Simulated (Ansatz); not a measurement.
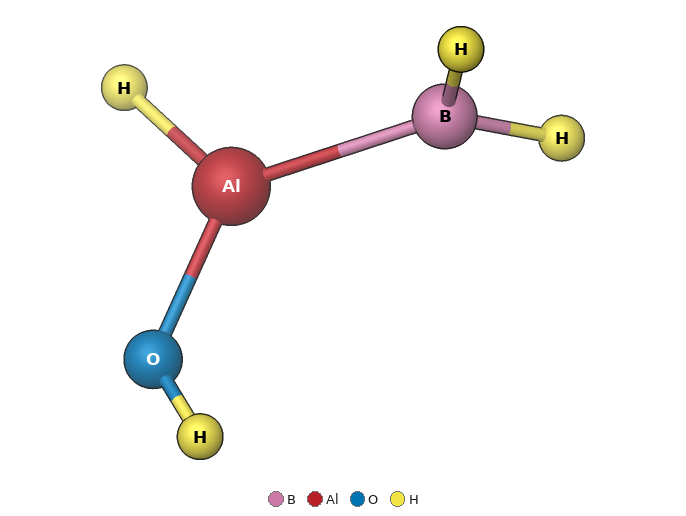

Depth is shown by fading: the farther an atom, the more it takes the colour of the background. The computed structure is the end point of a PBE-D4/def2-SVP optimisation. No frequency run is at hand to confirm it as a minimum.

### Which symmetry elements does this geometry have?

It has 1 mirror plane, so the point group is Cs. The group has 2 operations. The geometry is achiral, and symmetry allows a dipole moment.
